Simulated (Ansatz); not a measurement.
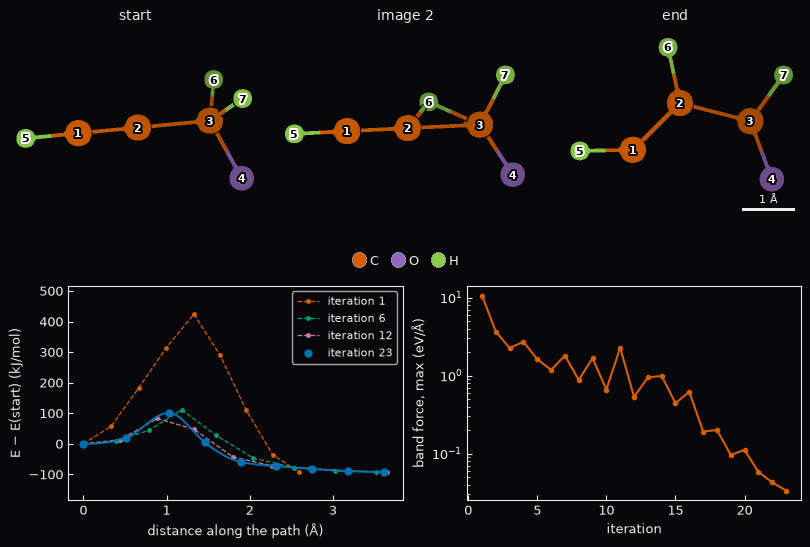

NEB run on C₃H₃O (multiplicity 2). Images are numbered from 0 (start) to 8 (end). The plot follows the band through its iterations. Style: ball-and-stick. Shown at a tilt.

The calculation used UKS PBE0-D4/def2-SVP (Ansatz). Settings: 7 movable images; climbing image; force threshold 0.05 eV/Å; iteration limit 60; starting path through a guess of the saddle point.

Judge this run.

The result is final at these settings. The band converged in 23 iterations. The largest component of the band force went from 11 to 0.033 eV/Å. The climbing image converged on the top of the path. Its vibrational analysis gives one imaginary mode (1317i cm⁻¹), as a transition state must have. The first iteration put the highest image at 424.1 kJ/mol. The energy climbs by 101.6 kJ/mol to image 2 and then falls by 193.4 kJ/mol, so the end point sits at −91.8 kJ/mol.

Cost: 4.5 min on 2 threads of Arm Neoverse V1 (shared host), peak memory 0.18 GiB.
